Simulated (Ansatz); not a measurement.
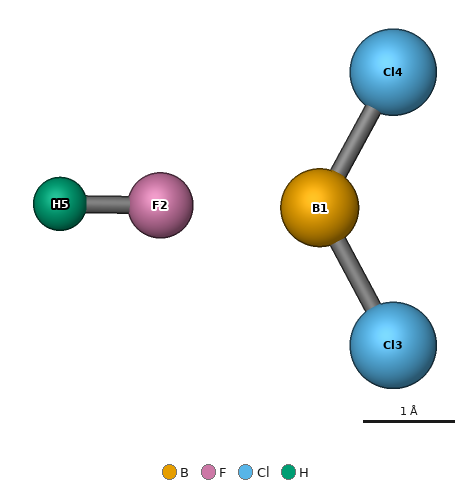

**Figure 1.** The input geometry (ball-and-stick view, seen on its broad side; atoms are numbered from 1 in the order of the input).

Run report: BHCl₂F, frequency calculation

System: BHCl₂F, multiplicity 2.
Method: UKS PBE0/def2-SVP (Ansatz 0.2.0).

It belongs to a series of runs on one base structure; here: vibrations at the highest image of the band. Figures and captions count atoms from 1; the log counts them from 0 in places.

### The input
```yaml
crystal:
  periodic: [false, false, false]
  atoms:
    - { symbol: B, position_ang: [0.0, 0.0, -0.107455] }
    - { symbol: F, position_ang: [0.0, 0.0, 1.671948] }
    - { symbol: Cl, position_ang: [1.521797, 0.0, -0.928374] }
    - { symbol: Cl, position_ang: [-1.521797, 0.0, -0.928373] }
    - { symbol: H, position_ang: [0.0, 0.0, 2.792253] }
magnetization:
  spin_polarized: true
  initial_magnetization: 1
basis:
  gaussian: { orbitals: def2-SVP }
hamiltonian:
  xc: pbe0
phonons: {}
```

Launch command:
```bash
ansatz run input.yaml --threads 2 --pin off --max-ram 3072MiB --backend cpu --events-out ev --progress --plain --runs-dir out
```

### The program's output
```
Engine: ansatz 0.2.0, aarch64-unknown-linux-gnu
Functional definition: PBE0
  parameter a = 0.25
  parameter kappa = 0.804
  parameter beta = 0.06672455060314922
  exchange = (1 - a)*pbe_x(kappa = kappa, mu = beta*pi^2/3) + a*exact_x
  correlation = pbe_c(beta = beta)
707 factors; integrals over basis functions are off by at most 3.3e-4 eV
mean field evaluation 1: about -28430.0992 eV, gradient 1.6e1 eV
mean field evaluation 2: about -28429.3136 eV, gradient 2.4e1 eV
mean field evaluation 4: about -28431.0772 eV, gradient 7.1e-1 eV
mean field evaluation 8: about -28431.1261 eV, gradient 5.1e-2 eV
mean field evaluation 16: about -28431.1261 eV, gradient 5.4e-5 eV
mean field -28431.12607266 eV, -1044.8246118608 hartree, gradient 1.9e-5 eV, S^2 0.760159; 1 other end points of the search recorded, 0 dependent functions left out
the calculation of the forces begins
reference -28431.12609672 eV, -1044.8246127449 hartree; 25, 24 occupied and 44, 45 virtual orbitals, 707 factors
these checks for a lower state are left out or cut short: stability, starts, cluster_reference, orbital_swaps, neighbouring_geometries, increment
707 factors; integrals over basis functions are off by at most 3.3e-4 eV
mean field -28431.12602149 eV, -1044.8246099803 hartree, gradient 3.1e-6 eV, S^2 0.760141; 0 other end points of the search recorded, 0 dependent functions left out
the calculation of the forces begins
reference -28431.12604556 eV, -1044.8246108650 hartree; 25, 24 occupied and 44, 45 virtual orbitals, 707 factors
these checks for a lower state are left out or cut short: stability, starts, cluster_reference, orbital_swaps, neighbouring_geometries, increment
707 factors; integrals over basis functions are off by at most 3.3e-4 eV
mean field evaluation 32: about -28431.1260 eV, gradient 1.0e-1 eV
mean field -28431.12603946 eV, -1044.8246106409 hartree, gradient 3.0e-6 eV, S^2 0.760177; 0 other end points of the search recorded, 0 dependent functions left out
the calculation of the forces begins
reference -28431.12606351 eV, -1044.8246115245 hartree; 25, 24 occupied and 44, 45 virtual orbitals, 707 factors
these checks for a lower state are left out or cut short: stability, starts, cluster_reference, orbital_swaps, neighbouring_geometries, increment
707 factors; integrals over basis functions are off by at most 3.3e-4 eV
mean field -28431.12611703 eV, -1044.8246134913 hartree, gradient 1.6e-6 eV, S^2 0.760144; 0 other end points of the search recorded, 0 dependent functions left out
the calculation of the forces begins
reference -28431.12614105 eV, -1044.8246143743 hartree; 25, 24 occupied and 44, 45 virtual orbitals, 707 factors
these checks for a lower state are left out or cut short: stability, starts, cluster_reference, orbital_swaps, neighbouring_geometries, increment
707 factors; integrals over basis functions are off by at most 3.3e-4 eV
mean field -28431.12610436 eV, -1044.8246130259 hartree, gradient 2.6e-6 eV, S^2 0.760173; 0 other end points of the search recorded, 0 dependent functions left out
the calculation of the forces begins
reference -28431.12612845 eV, -1044.8246139112 hartree; 25, 24 occupied and 44, 45 virtual orbitals, 707 factors
these checks for a lower state are left out or cut short: stability, starts, cluster_reference, orbital_swaps, neighbouring_geometries, increment
707 factors; integrals over basis functions are off by at most 3.3e-4 eV
mean field -28431.12600593 eV, -1044.8246094085 hartree, gradient 3.2e-6 eV, S^2 0.760165; 0 other end points of the search recorded, 0 dependent functions left out
the calculation of the forces begins
reference -28431.12602998 eV, -1044.8246102925 hartree; 25, 24 occupied and 44, 45 virtual orbitals, 707 factors
these checks for a lower state are left out or cut short: stability, starts, cluster_reference, orbital_swaps, neighbouring_geometries, increment
707 factors; integrals over basis functions are off by at most 3.3e-4 eV
mean field -28431.12601660 eV, -1044.8246098007 hartree, gradient 2.6e-6 eV, S^2 0.760154; 0 other end points of the search recorded, 0 dependent functions left out
the calculation of the forces begins
reference -28431.12604066 eV, -1044.8246106850 hartree; 25, 24 occupied and 44, 45 virtual orbitals, 707 factors
these checks for a lower state are left out or cut short: stability, starts, cluster_reference, orbital_swaps, neighbouring_geometries, increment
707 factors; integrals over basis functions are off by at most 3.3e-4 eV
mean field evaluation 64: about -28431.1260 eV, gradient 5.9e-2 eV
mean field -28431.12607010 eV, -1044.8246117668 hartree, gradient 1.7e-6 eV, S^2 0.760155; 0 other end points of the search recorded, 0 dependent functions left out
the calculation of the forces begins
reference -28431.12609416 eV, -1044.8246126511 hartree; 25, 24 occupied and 44, 45 virtual orbitals, 707 factors
these checks for a lower state are left out or cut short: stability, starts, cluster_reference, orbital_swaps, neighbouring_geometries, increment
707 factors; integrals over basis functions are off by at most 3.3e-4 eV
mean field -28431.12605962 eV, -1044.8246113815 hartree, gradient 1.9e-6 eV, S^2 0.760163; 0 other end points of the search recorded, 0 dependent functions left out
the calculation of the forces begins
reference -28431.12608367 eV, -1044.8246122656 hartree; 25, 24 occupied and 44, 45 virtual orbitals, 707 factors
these checks for a lower state are left out or cut short: stability, starts, cluster_reference, orbital_swaps, neighbouring_geometries, increment
707 factors; integrals over basis functions are off by at most 3.3e-4 eV
mean field -28431.12606686 eV, -1044.8246116475 hartree, gradient 1.5e-6 eV, S^2 0.760199; 0 other end points of the search recorded, 0 dependent functions left out
the calculation of the forces begins
reference -28431.12609093 eV, -1044.8246125322 hartree; 25, 24 occupied and 44, 45 virtual orbitals, 707 factors
these checks for a lower state are left out or cut short: stability, starts, cluster_reference, orbital_swaps, neighbouring_geometries, increment
707 factors; integrals over basis functions are off by at most 3.3e-4 eV
mean field -28431.12607836 eV, -1044.8246120704 hartree, gradient 1.6e-6 eV, S^2 0.760119; 0 other end points of the search recorded, 0 dependent functions left out
the calculation of the forces begins
reference -28431.12610241 eV, -1044.8246129540 hartree; 25, 24 occupied and 44, 45 virtual orbitals, 707 factors
WARN: phonons: modes at or below zero, which the zero-point energy, F, S and C_V leave out: 2, the lowest at -1394.56 cm⁻¹. A minimum has none, and a first-order saddle one
Total energy: -28431.12609672 eV, -1044.8246127449 hartree
Atom 0 at     0.000000     0.000000    -0.107455 Å, force     0.000000    -0.000000    -0.006320 eV/Å
Atom 1 at     0.000000     0.000000     1.671948 Å, force     0.000000     0.000000     0.004431 eV/Å
Atom 2 at     1.521797     0.000000    -0.928374 Å, force    -0.002219     0.000000     0.002951 eV/Å
Atom 3 at    -1.521797     0.000000    -0.928373 Å, force     0.002219     0.000000     0.002951 eV/Å
Atom 4 at     0.000000     0.000000     2.792253 Å, force    -0.000000     0.000000    -0.004014 eV/Å
Dipole moment:    -0.000000    -0.000000    -0.047904 e Å
Vibrations: -1394.56 -583.46 113.32 260.97 388.96 454.42 595.37 1026.61 1151.00 cm⁻¹, zero-point energy 0.247388 eV
```

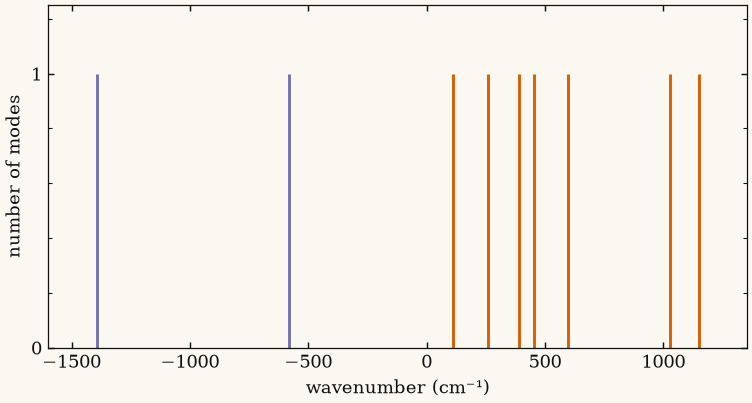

**Figure 2.** Harmonic vibrational wavenumbers from the force constants; neighbouring modes closer than 12 cm⁻¹ are counted in one stick, and imaginary ones are drawn at negative wavenumbers. 9 modes from 1395i to 1151 cm⁻¹, 2 imaginary beyond 8i (1395i, 583i cm⁻¹): not a minimum.

### Summary

| quantity | value |
| --- | --- |
| outcome | converged |
| total energy | −28431.1261 eV |
| mean-field energy | −28431.1261 eV |
| ⟨S²⟩ | 0.760 |
| largest force (length of the vector) | 0.006 eV/Å |
| hardware | 2 threads of Arm Neoverse V1, 24 GiB of memory available, shared host |
| wall time | 13 s (CPU time 25 s) |
| peak memory | 0.17 GiB |
